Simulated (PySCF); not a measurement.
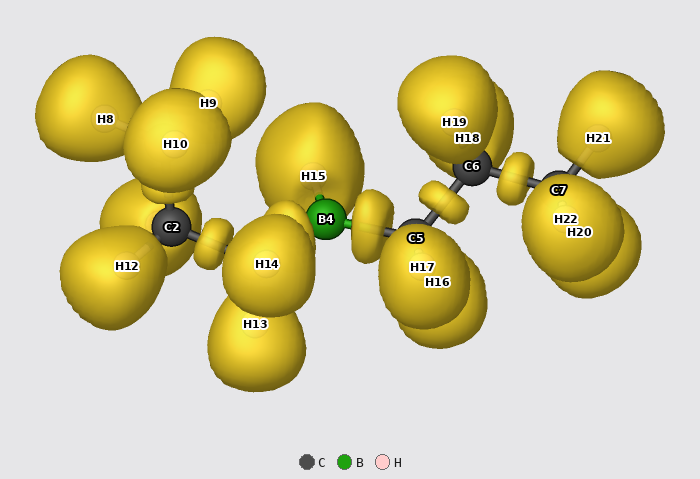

C$_{6}$H$_{15}$B (SMILES CCCBCCC). Isosurface of the electron localisation function at 0.8 (yellow), seen across its widest extent. Only the valence region is drawn (cores and ρ < 0.01 e/Å³ removed).

Geometry: GFN2-xTB.

Theory: PySCF 2.14.0, PBE0/pcSseg-1, SCF density, gas phase, non-relativistic.

```xyz
22

C    -3.0593    0.7938    0.1735
C    -2.7730   -0.6907   -0.0155
C    -1.3350   -1.0375    0.3853
B    -0.1916   -0.4366   -0.5176
C     1.3110   -0.4833   -0.0397
C     2.1420    0.7536   -0.4060
C     3.6121    0.5846   -0.0403
H    -4.0779    1.0337   -0.1242
H    -2.3735    1.3874   -0.4263
H    -2.9310    1.0757    1.2168
H    -2.9336   -0.9598   -1.0613
H    -3.4782   -1.2693    0.5875
H    -1.2213   -2.1276    0.3513
H    -1.1927   -0.7743    1.4374
H    -0.4340   -0.0063   -1.5816
H     1.7710   -1.3443   -0.5398
H     1.4160   -0.6703    1.0316
H     2.0555    0.9462   -1.4770
H     1.7382    1.6225    0.1186
H     4.0479   -0.2507   -0.5854
H     4.1757    1.4829   -0.2838
H     3.7211    0.3899    1.0249
```

**Identify the bonds, lone pairs and shells in this picture.**

The surface consists of two regions between bonded B–C atoms (shared pairs), four regions between bonded C–C atoms (shared pairs) and 15 regions around hydrogen nuclei. Along the contacts the grid gives the following. C–C (1.52 Å): the ELF peaks at about 0.95 between the atoms; a shared electron pair. C–B (1.58 Å): the ELF peaks at about 1 between the atoms (localised, covalent bonding).
